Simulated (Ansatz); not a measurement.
# Run report: CH$_{2}$BF$_{3}$O (charge +1), geometry relaxation (part 1 of 2)

- system: CH$_{2}$BF$_{3}$O, charge +1, multiplicity 2
- method: HF/3-21G, UHF (Ansatz 0.2.0)

The starting geometry was optimised with HF/3-21G. Figures and captions count atoms from 1; the log counts them from 0 in places.

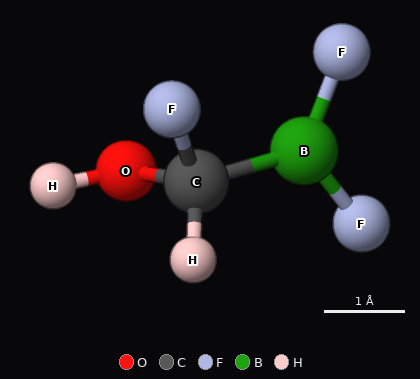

Figure 1. The input geometry (ball-and-stick view, seen at a tilt).

**Results in brief**

| quantity | value |
| --- | --- |
| outcome | converged |
| total energy | −434.281516 hartree |
| basis functions | 58 |
| largest force | 0.008 eV/Å |
| ⟨S²⟩ | 0.759 |
| SCF solution under orbital rotations | stable |
| hardware | 1 thread of Arm Neoverse N1, 112 GiB of memory available, shared host |
| wall time | 80 s |
| peak memory | 0.14 GiB |

**Input**
```yaml
crystal:
  periodic: [false, false, false]
  atoms:
    - {symbol: O, position_ang: [-0.223365, -1.271649, 0.431354]}
    - {symbol: C, position_ang: [0.512921, -0.143244, 0.012993]}
    - {symbol: F, position_ang: [1.245869, 0.398200, 1.072365]}
    - {symbol: B, position_ang: [-0.646340, 0.835021, -0.387682]}
    - {symbol: F, position_ang: [-1.179428, 0.785665, -1.613940]}
    - {symbol: F, position_ang: [-1.162605, 1.723307, 0.461270]}
    - {symbol: H, position_ang: [0.331258, -2.001684, 0.740740]}
    - {symbol: H, position_ang: [1.213891, -0.382716, -0.772801]}
basis:
  gaussian: {orbitals: 3-21G.json}
total_charge: 1
magnetization: {spin_polarized: true, initial_magnetization: 1}
hamiltonian: {xc: hf}
relax: {}
```

Command:
```bash
ansatz run input.yaml --threads 1 --pin off --max-ram 3480MiB --events-out events.jsonl --progress --plain --runs-dir runs
```

**Log**
```
The last accepted step is kept in runs//last_step.txt (removed where the run ends without a failure and the disk answers)
Functional definition: HF
  name "HF"
  exchange = exact_x
  correlation = 0
685 factors; integrals over basis functions are off by at most 4.3e-4 eV
mean field evaluation 1: about -11808.9514 eV, gradient 4.0e1 eV
mean field evaluation 2: about -11808.9535 eV, gradient 4.0e1 eV
mean field evaluation 4: about -11815.0583 eV, gradient 2.6e0 eV
mean field evaluation 8: about -11814.9136 eV, gradient 2.2e0 eV
mean field evaluation 16: about -11816.3821 eV, gradient 6.1e-3 eV
mean field evaluation 32: about -11815.0745 eV, gradient 3.6e-1 eV
mean field evaluation 64: about -11814.8923 eV, gradient 3.4e-1 eV
mean field evaluation 96: about -11814.9439 eV, gradient 2.4e0 eV
mean field -11816.38213420 eV, -434.2440340005 hartree, gradient 2.0e-5 eV, S^2 0.758622; 1 other end points of the search recorded, 0 dependent functions left out
the calculation of the forces begins
reference -11816.38213420 eV, -434.2440340005 hartree; 24, 23 occupied and 34, 35 virtual orbitals, 685 factors
relax step   1: F+E_penalty+E_count = -11816.38213420 eV  Δ(F+E_penalty+E_count) = +0.000e0 eV  max|allowed force component| = 5.065e0 eV/Å  Δτ_max = 0.0000 Å  (155 SCF iters, accepted)
these checks for a lower state are left out or cut short: starts, cluster_reference, orbital_swaps, neighbouring_geometries, increment
685 factors; integrals over basis functions are off by at most 4.4e-4 eV
mean field -11817.00910035 eV, -434.2670745816 hartree, gradient 2.0e-5 eV, S^2 0.758470; 0 other end points of the search recorded, 0 dependent functions left out
[... from here on the field's lines of each further geometry are left out, up to the last ...]
relax step   2: F+E_penalty+E_count = -11817.00910035 eV  Δ(F+E_penalty+E_count) = -6.270e-1 eV  max|allowed force component| = 2.150e0 eV/Å  Δτ_max = 0.1946 Å  (50 SCF iters, accepted)
relax step   3: F+E_penalty+E_count = -11817.06381582 eV  Δ(F+E_penalty+E_count) = -5.472e-2 eV  max|allowed force component| = 2.143e0 eV/Å  Δτ_max = 0.1950 Å  (49 SCF iters, accepted)
relax step   4: F+E_penalty+E_count = -11817.27726720 eV  Δ(F+E_penalty+E_count) = -2.135e-1 eV  max|allowed force component| = 1.138e0 eV/Å  Δτ_max = 0.2000 Å  (52 SCF iters, accepted)
relax step   5: F+E_penalty+E_count = -11817.29883845 eV  Δ(F+E_penalty+E_count) = -2.157e-2 eV  max|allowed force component| = 5.055e-1 eV/Å  Δτ_max = 0.1325 Å  (42 SCF iters, accepted)
relax step   6: F+E_penalty+E_count = -11817.33661224 eV  Δ(F+E_penalty+E_count) = -3.777e-2 eV  max|allowed force component| = 2.340e-1 eV/Å  Δτ_max = 0.0428 Å  (43 SCF iters, accepted)
relax step   7: F+E_penalty+E_count = -11817.34055167 eV  Δ(F+E_penalty+E_count) = -3.939e-3 eV  max|allowed force component| = 1.040e-1 eV/Å  Δτ_max = 0.0248 Å  (45 SCF iters, accepted)
relax step   8: F+E_penalty+E_count = -11817.34218795 eV  Δ(F+E_penalty+E_count) = -1.636e-3 eV  max|allowed force component| = 7.749e-2 eV/Å  Δτ_max = 0.0401 Å  (36 SCF iters, accepted)
relax step   9: F+E_penalty+E_count = -11817.33556817 eV  Δ(F+E_penalty+E_count) = +6.620e-3 eV  max|allowed force component| = 8.376e-1 eV/Å  Δτ_max = 0.1952 Å  (39 SCF iters, rejected (line search))
relax step  10: F+E_penalty+E_count = -11817.34554542 eV  Δ(F+E_penalty+E_count) = -3.357e-3 eV  max|allowed force component| = 1.204e-1 eV/Å  Δτ_max = 0.0952 Å  (43 SCF iters, accepted)
relax step  11: F+E_penalty+E_count = -11817.34648634 eV  Δ(F+E_penalty+E_count) = -9.409e-4 eV  max|allowed force component| = 4.328e-1 eV/Å  Δτ_max = 0.0967 Å  (41 SCF iters, accepted)
relax step  12: F+E_penalty+E_count = -11817.35549108 eV  Δ(F+E_penalty+E_count) = -9.005e-3 eV  max|allowed force component| = 1.487e-1 eV/Å  Δτ_max = 0.1500 Å  (42 SCF iters, accepted)
relax step  13: F+E_penalty+E_count = -11817.32100029 eV  Δ(F+E_penalty+E_count) = +3.449e-2 eV  max|allowed force component| = 7.131e-1 eV/Å  Δτ_max = 0.1752 Å  (41 SCF iters, rejected (line search))
relax step  14: F+E_penalty+E_count = -11817.36292227 eV  Δ(F+E_penalty+E_count) = -7.431e-3 eV  max|allowed force component| = 2.424e-1 eV/Å  Δτ_max = 0.0875 Å  (45 SCF iters, accepted)
relax step  15: F+E_penalty+E_count = -11817.36753977 eV  Δ(F+E_penalty+E_count) = -4.618e-3 eV  max|allowed force component| = 4.706e-1 eV/Å  Δτ_max = 0.0997 Å  (42 SCF iters, accepted)
relax step  16: F+E_penalty+E_count = -11817.36769300 eV  Δ(F+E_penalty+E_count) = -1.532e-4 eV  max|allowed force component| = 6.341e-1 eV/Å  Δτ_max = 0.0861 Å  (42 SCF iters, accepted)
relax step  17: F+E_penalty+E_count = -11817.38861860 eV  Δ(F+E_penalty+E_count) = -2.093e-2 eV  max|allowed force component| = 1.285e-1 eV/Å  Δτ_max = 0.2000 Å  (41 SCF iters, accepted)
relax step  18: F+E_penalty+E_count = -11817.39453052 eV  Δ(F+E_penalty+E_count) = -5.912e-3 eV  max|allowed force component| = 2.615e-1 eV/Å  Δτ_max = 0.1426 Å  (43 SCF iters, accepted)
relax step  19: F+E_penalty+E_count = -11817.40004428 eV  Δ(F+E_penalty+E_count) = -5.514e-3 eV  max|allowed force component| = 6.234e-2 eV/Å  Δτ_max = 0.0675 Å  (44 SCF iters, accepted)
relax step  20: F+E_penalty+E_count = -11817.39992470 eV  Δ(F+E_penalty+E_count) = +1.196e-4 eV  max|allowed force component| = 1.292e-1 eV/Å  Δτ_max = 0.0370 Å  (36 SCF iters, rejected (line search))
relax step  21: F+E_penalty+E_count = -11817.40098319 eV  Δ(F+E_penalty+E_count) = -9.389e-4 eV  max|allowed force component| = 6.530e-2 eV/Å  Δτ_max = 0.0182 Å  (36 SCF iters, accepted)
relax step  22: F+E_penalty+E_count = -11817.40122974 eV  Δ(F+E_penalty+E_count) = -2.466e-4 eV  max|allowed force component| = 1.244e-1 eV/Å  Δτ_max = 0.0546 Å  (44 SCF iters, accepted)
relax step  23: F+E_penalty+E_count = -11817.40172176 eV  Δ(F+E_penalty+E_count) = -4.920e-4 eV  max|allowed force component| = 3.567e-2 eV/Å  Δτ_max = 0.0048 Å  (38 SCF iters, accepted)
relax step  24: F+E_penalty+E_count = -11817.40197346 eV  Δ(F+E_penalty+E_count) = -2.517e-4 eV  max|allowed force component| = 2.450e-2 eV/Å  Δτ_max = 0.0218 Å  (36 SCF iters, accepted)
relax step  25: F+E_penalty+E_count = -11817.40204971 eV  Δ(F+E_penalty+E_count) = -7.625e-5 eV  max|allowed force component| = 1.052e-2 eV/Å  Δτ_max = 0.0121 Å  (37 SCF iters, accepted)
relax step  26: F+E_penalty+E_count = -11817.40205932 eV  Δ(F+E_penalty+E_count) = -9.608e-6 eV  max|allowed force component| = 2.044e-2 eV/Å  Δτ_max = 0.0101 Å  (36 SCF iters, accepted)
the calculation of the forces begins
reference -11817.40206859 eV, -434.2815158977 hartree; 24, 23 occupied and 34, 35 virtual orbitals, 686 factors
relax step  27: F+E_penalty+E_count = -11817.40206859 eV  Δ(F+E_penalty+E_count) = -9.266e-6 eV  max|allowed force component| = 8.186e-3 eV/Å  Δτ_max = 0.0018 Å  (39 SCF iters, accepted)
686 factors; integrals over basis functions are off by at most 4.9e-4 eV
mean field evaluation 256: about -11809.4081 eV, gradient 3.9e1 eV
mean field evaluation 288: about -11817.1856 eV, gradient 1.1e0 eV
mean field evaluation 320: about -11816.3416 eV, gradient 4.9e0 eV
```

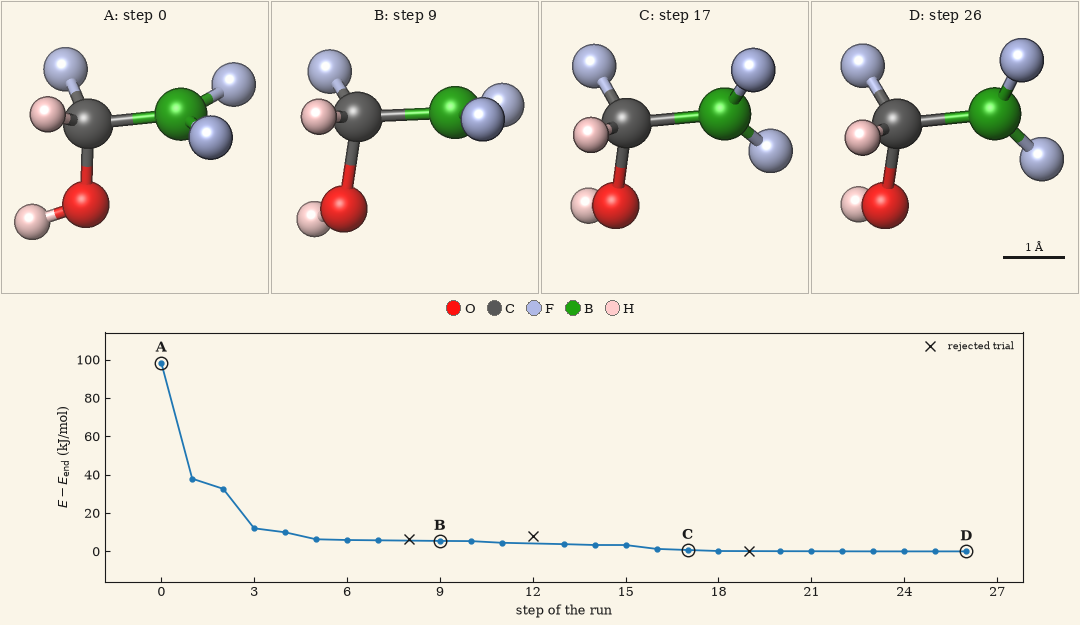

Figure 2. Frames of the relaxation (ball-and-stick view, seen at a tilt) above the curves, on which the letters mark them (the first geometry is step 0 here and step 1 in the log).

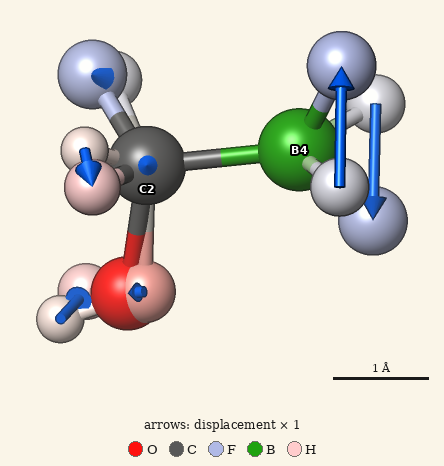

Figure 3. Start (faint) and end (solid) with the displacements as blue arrows, at true length (ball-and-stick view, seen at a tilt). The two geometries are laid on each other by the best rigid fit. After 26 geometry steps the energy has fallen by 98.4 kJ/mol. Largest force component: 5.1 eV/Å at the start, 0.0082 eV/Å at the end. The line search rejected the trial steps at points 8, 12, 19 (counted from 0) and went back. The largest move after the best rigid fit is that of F5, 1.31 Å. Largest moves by element: F 1.31 Å, H 0.86 Å, C 0.22 Å, O 0.22 Å, B 0.07 Å. Among the contacts that change: O1–C2 1.411 → 1.587 Å, C2–B4 1.569 → 1.621 Å, C2–F3 1.397 → 1.349 Å, O1–H7 0.968 → 1.006 Å. Among the angles that change: O1–C2–H8 112.2° → 100.2°, F5–B4–F6 117.0° → 124.1°, C2–O1–H7 113.5° → 120.1°. (Atoms are counted from 1 in the order of the input.)

```
mean field -11817.40206859 eV, -434.2815158977 hartree, gradient 2.2e-5 eV, S^2 0.758789; 1 other end points of the search recorded, 0 dependent functions left out
the calculation of the forces begins
reference -11817.40206859 eV, -434.2815158977 hartree; 24, 23 occupied and 34, 35 virtual orbitals, 686 factors
Total energy: -11817.40206859 eV, -434.2815158977 hartree
Atom 0 at    -0.075185    -1.359852     0.622127 Å, force     0.000791    -0.004161    -0.001076 eV/Å
Atom 1 at     0.533927    -0.161001    -0.220905 Å, force    -0.000531     0.001949     0.008186 eV/Å
Atom 2 at     1.511383     0.351548     0.553989 Å, force     0.000693     0.001570     0.000256 eV/Å
Atom 3 at    -0.707166     0.859279    -0.439338 Å, force    -0.003640    -0.000971    -0.005062 eV/Å
Atom 4 at    -0.557726     1.807723    -1.335455 Å, force     0.001165     0.001323     0.001173 eV/Å
Atom 5 at    -1.793986     0.696020     0.289412 Å, force     0.001520     0.001323     0.001224 eV/Å
Atom 6 at     0.267706    -1.549729     1.548564 Å, force     0.000029     0.001746    -0.000449 eV/Å
Atom 7 at     0.913248    -0.701088    -1.074094 Å, force    -0.000028    -0.002780    -0.004252 eV/Å
Dipole moment:     0.502319    -1.203574     0.380384 e Å
```

**Trajectory as extended XYZ (Å, eV, eV/Å), 26 of the 27 frames kept, from step=1 to step=27**
```
8
Properties=species:S:1:pos:R:3:forces:R:3 step=1 energy=-11816.38213
O    -0.2234   -1.2716    0.4314   -0.8373  -2.3102   0.1054
C     0.5129   -0.1432    0.0130    1.7410   5.0646  -0.2978
F     1.2459    0.3982    1.0724   -0.6859  -1.2381  -0.5077
B    -0.6463    0.8350   -0.3877   -1.6306   2.3762  -0.9775
F    -1.1794    0.7857   -1.6139    0.5808  -0.4407   0.6150
F    -1.1626    1.7233    0.4613    0.5681  -0.7291  -0.1049
H     0.3313   -2.0017    0.7407    0.4796  -1.8590   1.3960
H     1.2139   -0.3827   -0.7728   -0.2157  -0.8638  -0.2285
8
Properties=species:S:1:pos:R:3:forces:R:3 step=2 energy=-11817.00910
O    -0.1711   -1.3582    0.3613    0.2622  -1.9083   0.3310
C     0.4955   -0.0988   -0.0312    2.1503   1.8667   0.7098
F     1.2235    0.2932    1.0827   -0.6762  -0.4036  -0.7632
B    -0.6384    0.9431   -0.4335   -1.9792   0.3923   0.0739
F    -1.1997    0.8391   -1.6332    0.6236  -0.0007   0.1968
F    -1.1987    1.7304    0.4773    0.6938  -0.2282  -0.2591
H     0.3822   -2.0199    0.9277   -0.7082   0.5596  -0.0770
H     1.1988   -0.3861   -0.8068   -0.3663  -0.2778  -0.2122
8
Properties=species:S:1:pos:R:3:forces:R:3 step=3 energy=-11817.06382
O    -0.0889   -1.4722    0.2694    1.0938  -1.7570   2.1426
C     0.4967   -0.0899   -0.0619    1.0314   0.0756   0.8225
F     1.1969    0.2319    1.0757   -0.5634   0.0019  -0.7393
B    -0.7340    0.9010   -0.4082   -0.4547   1.4611  -0.7010
F    -1.1665    0.9405   -1.6722    0.2874  -0.4107   0.9798
F    -1.1804    1.7793    0.4859    0.2934  -0.8891  -0.3375
H     0.3866   -1.9935    1.1208   -1.3658   1.3333  -2.1102
H     1.1818   -0.3543   -0.8652   -0.3222   0.1849  -0.0568
8
Properties=species:S:1:pos:R:3:forces:R:3 step=4 energy=-11817.27727
O    -0.0600   -1.4914    0.2519    0.0103  -0.0088  -0.1930
C     0.5487   -0.0754   -0.0734   -0.1015   0.4405  -0.5652
F     1.2176    0.2612    1.0192    0.5922   0.2266   1.1379
B    -0.7023    0.9212   -0.3923    0.5285  -0.9246  -0.1340
F    -1.1505    0.8239   -1.6161   -0.4683   0.2021  -0.5981
F    -1.1741    1.7037    0.5336   -0.2757   0.4619   0.4596
H     0.1976   -1.9280    1.1232   -0.0226   0.0159  -0.0277
H     1.2153   -0.2723   -0.9018   -0.2629  -0.4134  -0.0794
8
Properties=species:S:1:pos:R:3:forces:R:3 step=5 energy=-11817.29884
O    -0.0345   -1.4617    0.2498   -0.1696  -0.0836   0.2530
C     0.5807   -0.0675   -0.0692   -0.0422   0.2137  -0.0444
F     1.2973    0.2760    1.0266   -0.5055  -0.0277  -0.3417
B    -0.7157    0.8868   -0.4284    0.4627   0.1485   0.4448
F    -1.1671    0.9368   -1.6621    0.0791  -0.1655   0.0588
F    -1.2161    1.5832    0.5693   -0.1675   0.0022  -0.0352
H     0.1508   -1.8615    1.1540    0.0129  -0.1155   0.0392
H     1.1969   -0.3492   -0.8956    0.3301   0.0278  -0.3745
8
Properties=species:S:1:pos:R:3:forces:R:3 step=6 energy=-11817.33661
O    -0.0570   -1.4559    0.2748   -0.1585  -0.0988   0.0406
C     0.5777   -0.0630   -0.0912    0.2340   0.0349  -0.1458
F     1.2750    0.2985    0.9978    0.0108   0.0185   0.0706
B    -0.6924    0.8985   -0.4123   -0.1050   0.0390   0.0461
F    -1.1272    0.9425   -1.6537    0.0037   0.0155   0.0353
F    -1.2433    1.5587    0.5848    0.0107  -0.0355  -0.0816
H     0.1569   -1.8740    1.1647    0.0260  -0.0222   0.0339
H     1.2024   -0.3625   -0.9205   -0.0216   0.0487   0.0009
```
